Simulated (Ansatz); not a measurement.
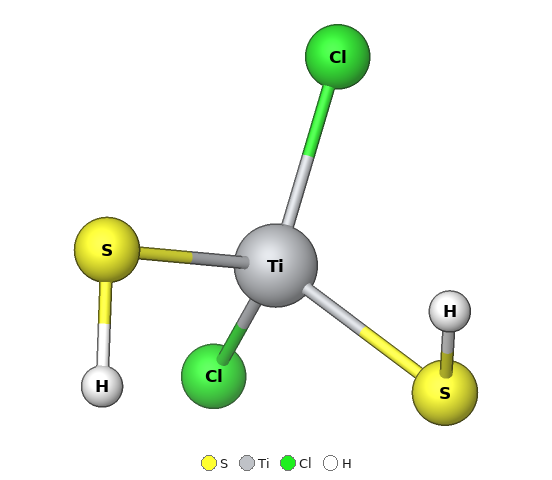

Rendered structure (ball-and-stick style).

Charge 0, singlet. The geometry was computed by an optimisation with PBE0-D4/def2-TZVP. No frequency run is at hand to confirm it as a minimum.

Question: Which formula does it have?

Answer: Cl2H2S2Ti, 7 atoms: 2 chlorine, 2 hydrogen, 2 sulfur and 1 titanium.

Question: Write the SMILES.

Answer: [SH][Ti]([SH])([Cl])[Cl]

Question: How many atoms are distinct by symmetry?

Answer: 4: 2 S, 1 Ti, 2 Cl, 2 H.
